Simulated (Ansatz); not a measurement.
Input

```
basis:
  gaussian: {orbitals: def2-TZVPD}
crystal:
  periodic: [false, false, false]
  atoms:
    - {symbol: C, position_ang: [-3.067180, 1.127796, -0.611268]}
    - {symbol: Al, position_ang: [-0.293327, 0.315023, -0.161014]}
    - {symbol: "N", position_ang: [-1.934168, 0.253103, -0.847671]}
    - {symbol: H, position_ang: [-2.790421, 1.918853, 0.103871]}
    - {symbol: H, position_ang: [-3.415464, 1.631355, -1.533017]}
    - {symbol: H, position_ang: [-3.935864, 0.592710, -0.182733]}
    - {symbol: H, position_ang: [-2.164382, -0.486730, -1.509134]}
    - {symbol: H, position_ang: [0.726204, -0.806015, -0.632096]}
    - {symbol: H, position_ang: [0.030016, 1.480383, 0.867183]}
hamiltonian: {xc: pbe0}
output: {forces: true, orbitals: {seedname: orbitals}}
```

Launched as:

```sh
ansatz run input.yaml --threads 1 --pin off --max-ram 2610MiB --events-out events.jsonl --progress --plain --runs-dir runs
```

Geometry: r2SCAN-D4/def2-SVP.

Method: isolated molecule in a Gaussian basis; Kohn-Sham density functional theory, functional PBE0 in Ansatz 0.2.0.

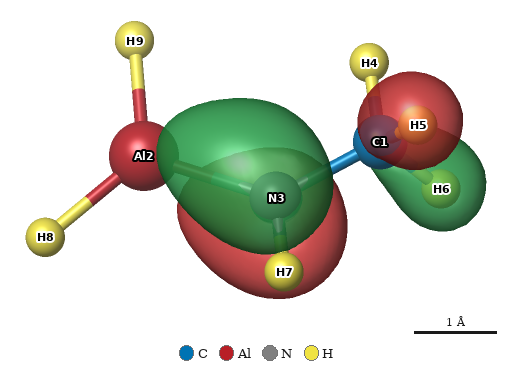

CH₆AlN (SMILES C[NH][AlH2]). The HOMO at ±0.15 Å⁻³ᐟ² (green and red are the two phases), seen at a tilt.

Q: Describe this orbital and give its energy.

A: It lies mainly on N3 (about 60 %), Al2 (about 15 %) and C1 (about 10 %). Its energy is −6.87 eV.
